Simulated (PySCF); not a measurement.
# C4H3FO2: electronic excitations and core binding energies

Wanted: the electronic excitations and core binding energies of C4H3FO2 (`C#CC(=O)OCF`), by calculation.

The runs use PySCF 2.14.0, with density-fitted response routines of our own; the level of theory stands in each step. All values are computed, except where a source is named. Atoms count from 0, in the outputs and in this text.

## Step 1: Starting geometry

10 atoms, charge 0, multiplicity 1; geometry from: GFN2-xTB.

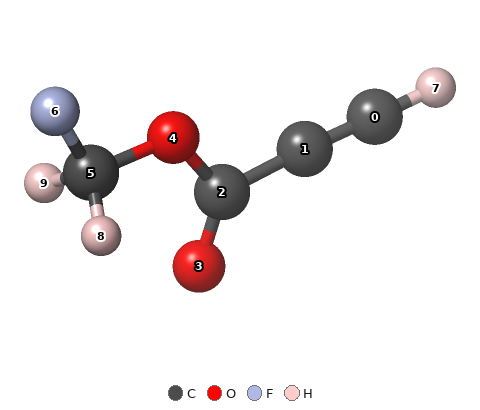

The starting geometry (carbon dark grey, oxygen red, fluorine light blue, hydrogen pink), atoms numbered.

## Step 2: TDDFT and polarisability: CAM-B3LYP/def2-SVPD

Job settings and geometry (Å):

```
{"job": {"kind": "uv", "xc": "CAM-B3LYP", "basis": "def2-SVPD", "nstates": 8, "ntriplets": 3}, "charge": 0, "multiplicity": 1}
C      2.875254     0.474524     0.021359
C      1.749899     0.114448    -0.186416
C      0.428313    -0.377718    -0.474519
O      0.178696    -1.345388    -1.141023
O     -0.506254     0.396981     0.105711
C     -1.837026     0.008285    -0.105958
F     -2.611031     0.844694     0.611528
H      3.855382     0.802215     0.212758
H     -2.011664    -1.018830     0.247603
H     -2.112687     0.105443    -1.166412
```

Level: TDDFT CAM-B3LYP/def2-SVPD, vertical, gas phase, core orbitals frozen in the response.

Started as:

```bash
OMP_NUM_THREADS=1 python probes_run.py task.json out
```

This one command runs all jobs of the session in turn.

**Question.** This job is followed by: delta-SCF UKS SCAN, pcX-2 on the ionised atom, pcseg-1 elsewhere, spin-free X2C. Predict these results of the whole session: lowest singlet (CAM-B3LYP/def2-SVPD); brightest single state of those computed; lowest triplet; C1s binding energies, SCAN/pcX-2 (standing for 2 of 4 atoms); O1s binding energies, SCAN/pcX-2; F1s binding energies, SCAN/pcX-2.

As calculated:

| quantity | value |
| --- | --- |
| lowest singlet (CAM-B3LYP/def2-SVPD) | 5.02 eV (247 nm), f = 0.000 |
| brightest single state of those computed | state 8, 8.69 eV, f = 0.194 |
| lowest triplet | 4.59 eV |
| C1s binding energies, SCAN/pcX-2 (standing for 2 of 4 atoms) | C2 295.82, C5 295.41 eV |
| O1s binding energies, SCAN/pcX-2 | O4 540.22, O3 538.34 eV |
| F1s binding energies, SCAN/pcX-2 | F6 693.53 eV |

The lowest singlet, at 5.02 eV, is HOMO→LUMO 0.96 and is dark; of the 8 states computed, the strongest absorption comes from state 8 at 8.69 eV (the last computed, so partners may be missing). The lowest triplet lies 0.43 eV below the lowest singlet (triplets in Tamm-Dancoff, singlets in full TDDFT). The C1s levels kept as sound span 0.41 eV, from C5 (sp3 CH2 bonded to F and O) up to C2 (ester carbonyl carbon). Only 2 of the 4 C atoms are covered by sound results. O4 (ester alkoxy oxygen) binds its O1s electron 1.88 eV more tightly than O3 (ester carbonyl oxygen).
